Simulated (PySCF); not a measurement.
CH7B2F3Si2 (SMILES B[SiH](B)C(F)(F)[SiH2]F)

```xyz
15

B     2.5716   -0.5392    0.0925
Si    0.9056    0.3139   -0.4987
B     0.6412    2.1202    0.1997
C    -0.5223   -0.8494    0.2228
F    -0.3868   -0.8269    1.6013
F    -0.2259   -2.1612   -0.1194
Si   -2.3662   -0.5055   -0.2253
F    -3.3175   -1.4605    0.6431
H     2.7487   -0.7809    1.2226
H     3.4275   -0.8107   -0.6555
H     0.6010    0.1726   -1.9488
H     1.0866    3.0446   -0.3608
H     0.1163    2.3210    1.2241
H    -2.6925    0.8475    0.1886
H    -2.5915   -0.8774   -1.6079
```

Geometry: GFN2-xTB.

Computed with PySCF, B3LYP/def2-SVPD, SCF density, gas phase.

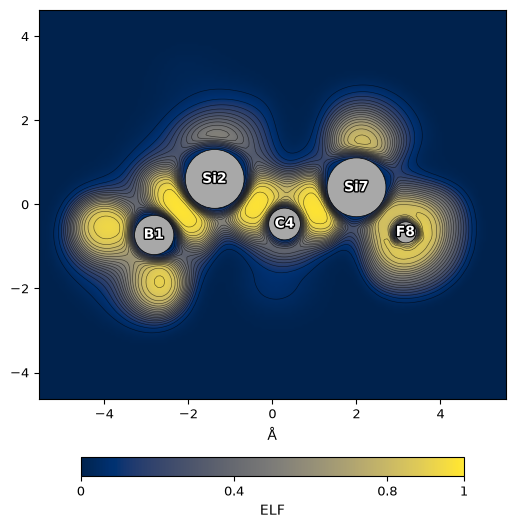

Figure 1. ELF on the plane of atoms B1, Si2 and C4. Grey discs cover the atomic cores.

Describe what can be read from this map.

Answer. The plane passes through B, Si, C and F nuclei. Si–F (1.60 Å): the ELF peaks at about 0.85 in the valence shell of F, 0.6 Å from its nucleus, and is about 0.50 at the midpoint. C–Si (1.93 Å): the ELF peaks at about 1 between the atoms (a covalent bond). Si–B (1.96 Å): the ELF peaks at about 1 between the atoms, as expected for localised, covalent bonding. C–Si (1.98 Å): the ELF peaks at about 1 between the atoms, as expected for a covalent bond. The ELF also peaks beside F8, away from the bonds: lone-pair regions.

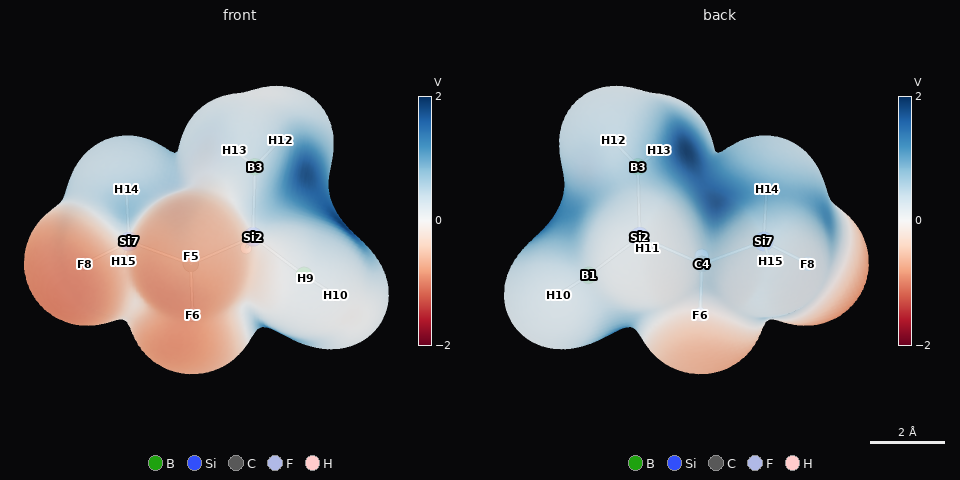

Figure 2. The electrostatic potential painted on the density surface at 0.001 e/bohr³, seen from the front and from behind; the colour scale runs from red (negative) to blue (positive).

Describe the electrostatic potential map.

Answer. The most negative region (about −1.0 V) lies over F8, the most positive (about +1.8 V) over B1 and B3.
